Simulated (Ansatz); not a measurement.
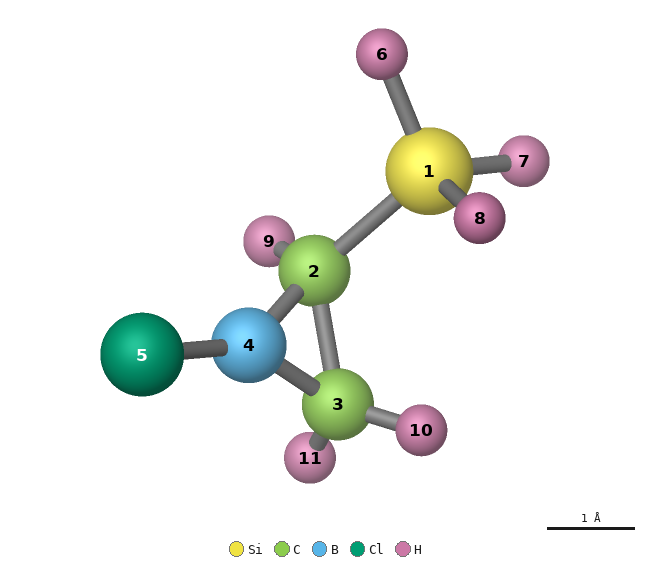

Atoms carry their numbers in the input. The computed structure is the end point of a PBE0-D4/def2-TZVP optimisation. No frequency run is at hand to confirm it as a minimum.

Give these bond angles: Si1–C2–B4, Si1–C2–H9, C2–Si1–H6, C2–Si1–H7, C2–Si1–H8, C2–C3–B4, C2–C3–H11, C2–B4–C3, C2–B4–Cl5, C3–C2–B4, C3–C2–H9, B4–C3–H11.

| angle | degrees |
| --- | --- |
| Si1–C2–B4 | 121.0 |
| Si1–C2–H9 | 114.0 |
| C2–Si1–H6 | 110.9 |
| C2–Si1–H7 | 111.3 |
| C2–Si1–H8 | 108.6 |
| C2–C3–B4 | 58.5 |
| C2–C3–H11 | 117.0 |
| C2–B4–C3 | 62.8 |
| C2–B4–Cl5 | 147.8 |
| C3–C2–B4 | 58.7 |
| C3–C2–H9 | 116.6 |
| B4–C3–H11 | 119.6 |
